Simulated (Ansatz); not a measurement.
Run report: SiHS (charge +1), geometry relaxation

- system: SiHS, charge +1
- method: UKS r2SCAN/def2-SVP (Ansatz 0.2.0)

It belongs to a series of runs on one base structure; here: end point B relaxed. Figures and captions count atoms from 1; the log counts them from 0 in places.

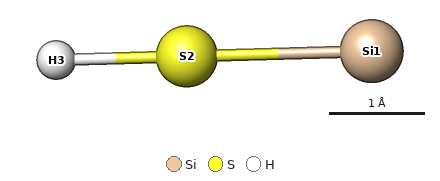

*The structure as given in the input (ball-and-stick view, seen at a tilt; atoms are numbered from 1 in the order of the input).*

Bond lengths as drawn: H–S 1.38 Å and S–Si 1.95 Å.

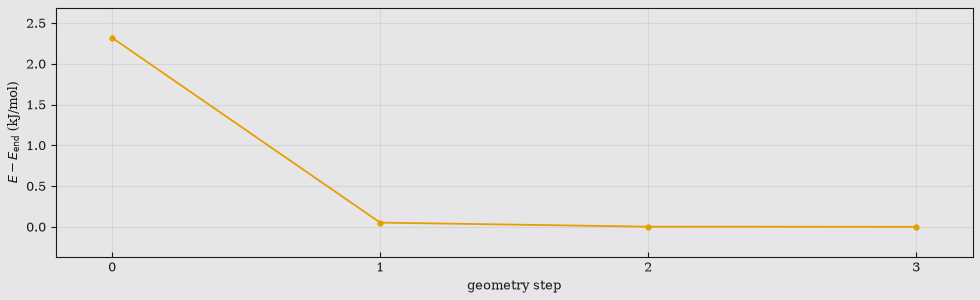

*Progress of the relaxation, step by step (the first geometry is step 0 here and step 1 in the log).*

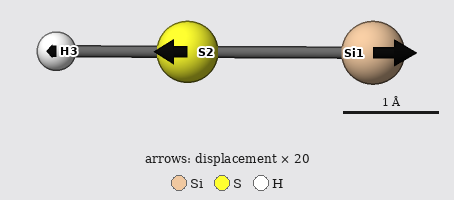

*The starting structure with the displacements as black arrows, magnified 20 times (ball-and-stick view, seen at a tilt). The two geometries are laid on each other by the best rigid fit.*

After 3 geometry steps the energy has fallen by 2.32 kJ/mol. The largest force component goes from 1.4 to 0.00022 eV/Å. The atom that moves furthest after the best rigid fit is Si1 (0.023 Å). Largest moves by element: Si 0.023 Å, S 0.018 Å, H 0.005 Å. Among the contacts that change: Si1–S2 1.954 → 1.995 Å, S2–H3 1.380 → 1.367 Å. (Atoms are counted from 1 in the order of the input.)

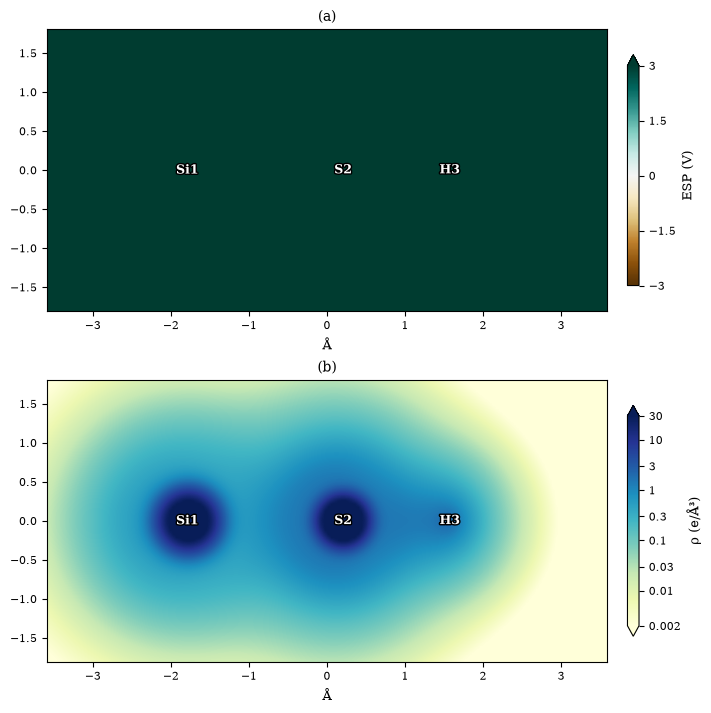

*(a) molecular electrostatic potential; (b) electron density on a plane that holds the molecular axis.*

The plane passes through Si, S and H nuclei. The potential has no marked negative region in this plane.

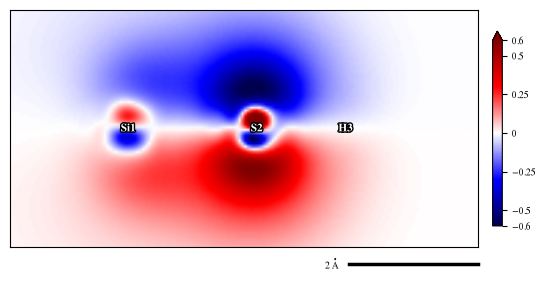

*The HOMO (β) on a plane that holds the molecular axis (values in Å⁻³ᐟ²; the overall sign is arbitrary).*

Its weight (Hirshfeld) is mainly on S2 (75 %) and Si1 (20 %). Its energy is −14.28 eV.

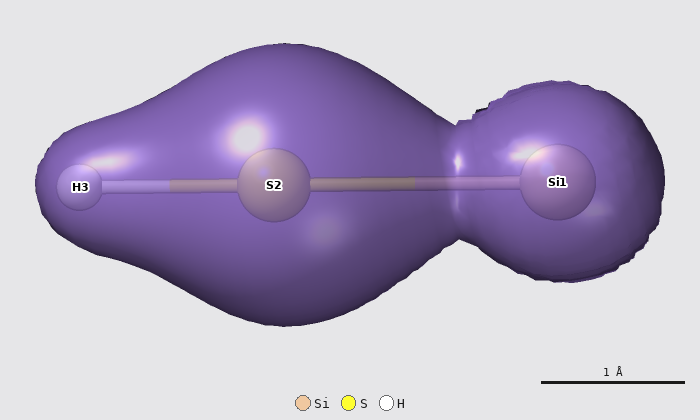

*Isosurface of the electron density at 0.5 e/Å³ (purple), seen from the side.*

At this value the surface is in one piece. On the grid the lowest density along these lines, outside the cores, is 0.63 e/Å³ (Si–S, 2.00 Å) and 1.4 e/Å³ (S–H, 1.37 Å).

The input that produced these results follows, with the program's output.

## Input file
```yaml
crystal:
  periodic: [false, false, false]
  atoms:
    - { symbol: Si, position_ang: [-0.01317, -0.16569, -0.0254] }
    - { symbol: S, position_ang: [0.13983, 1.75968, 0.26962] }
    - { symbol: H, position_ang: [0.2479, 3.11957, 0.478] }
total_charge: 1
magnetization:
  spin_polarized: true
basis:
  gaussian: { orbitals: def2-SVP }
hamiltonian:
  xc: r2scan
relax:
  f_tol: 0.02
  max_steps: 50
output:
  orbitals: {}
```

Launched with:
```bash
ansatz run input.yaml --threads 1 --pin off --max-ram 2048MiB --backend cpu --events-out ev --progress --plain --runs-dir out
```

## Output
```
The last accepted step is kept in [file] (removed where the run ends without a failure and the disk answers)
Engine: ansatz 0.2.0, x86_64-unknown-linux-gnu
Functional definition: r2SCAN
  parameter k0 = 0.174
  parameter k1 = 0.065
  parameter a1 = 4.9479
  exchange = r2scan_x(k0 = k0, k1 = k1, a1 = a1)
  correlation = r2scan_c
459 factors; their error is unknown
mean field evaluation 1: about -18707.6890 eV, gradient 2.7e1 eV
mean field evaluation 2: about -18658.5956 eV, gradient 7.7e1 eV
mean field evaluation 4: about -18712.0761 eV, gradient 6.9e0 eV
mean field evaluation 8: about -18712.3897 eV, gradient 5.5e-2 eV
mean field -18712.38970817 eV, -687.6676380618 hartree, gradient 3.8e-6 eV, S^2 0.000000; 0 other end points of the search recorded, 0 dependent functions left out
the calculation of the forces begins
reference -18712.38971640 eV, -687.6676383643 hartree; 15, 15 occupied and 26, 26 virtual orbitals, 459 factors
relax step   1: F+E_penalty+E_count = -18712.38970817 eV  Δ(F+E_penalty+E_count) = +0.000e0 eV  max|allowed force component| = 1.364e0 eV/Å  Δτ_max = 0.0000 Å  (31 SCF iters, accepted)
these checks for a lower state are left out or cut short: starts, cluster_reference, orbital_swaps, neighbouring_geometries, increment
459 factors; their error is unknown
mean field evaluation 16: about -18712.4541 eV, gradient 1.6e0 eV
mean field -18712.41320821 eV, -687.6685016724 hartree, gradient 5.4e-5 eV, S^2 0.000000; 0 other end points of the search recorded, 0 dependent functions left out
the calculation of the forces begins
reference -18712.41321642 eV, -687.6685019743 hartree; 15, 15 occupied and 26, 26 virtual orbitals, 459 factors
relax step   2: F+E_penalty+E_count = -18712.41320821 eV  Δ(F+E_penalty+E_count) = -2.350e-2 eV  max|allowed force component| = 1.241e-1 eV/Å  Δτ_max = 0.0278 Å  (29 SCF iters, accepted)
these checks for a lower state are left out or cut short: starts, cluster_reference, orbital_swaps, neighbouring_geometries, increment
459 factors; their error is unknown
mean field -18712.41372435 eV, -687.6685206402 hartree, gradient 6.1e-5 eV, S^2 0.000000; 0 other end points of the search recorded, 0 dependent functions left out
the calculation of the forces begins
reference -18712.41373256 eV, -687.6685209419 hartree; 15, 15 occupied and 26, 26 virtual orbitals, 459 factors
relax step   3: F+E_penalty+E_count = -18712.41372435 eV  Δ(F+E_penalty+E_count) = -5.161e-4 eV  max|allowed force component| = 3.009e-2 eV/Å  Δτ_max = 0.0039 Å  (31 SCF iters, accepted)
these checks for a lower state are left out or cut short: starts, cluster_reference, orbital_swaps, neighbouring_geometries, increment
459 factors; their error is unknown
mean field evaluation 32: about -18712.4137 eV, gradient 1.6e-5 eV
mean field -18712.41374459 eV, -687.6685213841 hartree, gradient 1.6e-5 eV, S^2 0.000000; 0 other end points of the search recorded, 0 dependent functions left out
the calculation of the forces begins
reference -18712.41375280 eV, -687.6685216857 hartree; 15, 15 occupied and 26, 26 virtual orbitals, 459 factors
relax step   4: F+E_penalty+E_count = -18712.41374459 eV  Δ(F+E_penalty+E_count) = -2.024e-5 eV  max|allowed force component| = 2.169e-4 eV/Å  Δτ_max = 0.0009 Å  (26 SCF iters, accepted)
459 factors; their error is unknown
mean field -18712.41374459 eV, -687.6685213841 hartree, gradient 1.6e-5 eV, S^2 0.000000; 1 other end points of the search recorded, 0 dependent functions left out
the calculation of the forces begins
reference -18712.41375280 eV, -687.6685216857 hartree; 15, 15 occupied and 26, 26 virtual orbitals, 459 factors
Total energy: -18712.41375280 eV, -687.6685216857 hartree
Atom 0 at    -0.014999    -0.188726    -0.028928 Å, force    -0.000012    -0.000211    -0.000027 eV/Å
Atom 1 at     0.141236     1.777409     0.272333 Å, force     0.000006     0.000217     0.000019 eV/Å
Atom 2 at     0.248324     3.124877     0.478815 Å, force     0.000006    -0.000006     0.000007 eV/Å
Dipole moment:    -0.013598    -0.171186    -0.026223 e Å
```

## Trajectory as extended XYZ (Å, eV, eV/Å), 4 frames, from step=1 to step=4
```
3
Properties=species:S:1:pos:R:3:forces:R:3 step=1 energy=-18712.38971
Si   -0.0132   -0.1657   -0.0254   -0.0872  -1.0970  -0.1681
S     0.1398    1.7597    0.2696    0.1084   1.3644   0.2091
H     0.2479    3.1196    0.4780   -0.0212  -0.2674  -0.0410
3
Properties=species:S:1:pos:R:3:forces:R:3 step=2 energy=-18712.41321
Si   -0.0153   -0.1931   -0.0296    0.0078   0.0983   0.0151
S     0.1412    1.7770    0.2723    0.0020   0.0258   0.0039
H     0.2487    3.1297    0.4795   -0.0099  -0.1241  -0.0190
3
Properties=species:S:1:pos:R:3:forces:R:3 step=3 energy=-18712.41372
Si   -0.0150   -0.1893   -0.0290    0.0004   0.0055   0.0008
S     0.1412    1.7771    0.2723    0.0019   0.0246   0.0038
H     0.2484    3.1258    0.4790   -0.0024  -0.0301  -0.0046
3
Properties=species:S:1:pos:R:3:forces:R:3 step=4 energy=-18712.41375
Si   -0.0150   -0.1887   -0.0289    0.0000  -0.0002   0.0000
S     0.1412    1.7774    0.2723    0.0000   0.0002   0.0000
H     0.2483    3.1249    0.4788    0.0000   0.0000   0.0000
```

## Key numbers

| quantity | value |
| --- | --- |
| outcome | converged |
| total energy | −18712.4138 eV |
| mean-field energy | −18712.4138 eV |
| largest force (length of the vector) at the end | under 0.001 eV/Å |
| hardware | 1 thread of Intel Xeon (Sapphire Rapids), 10 GiB of memory available, shared host |
| wall time | 5.9 s |
| peak memory | 0.15 GiB |
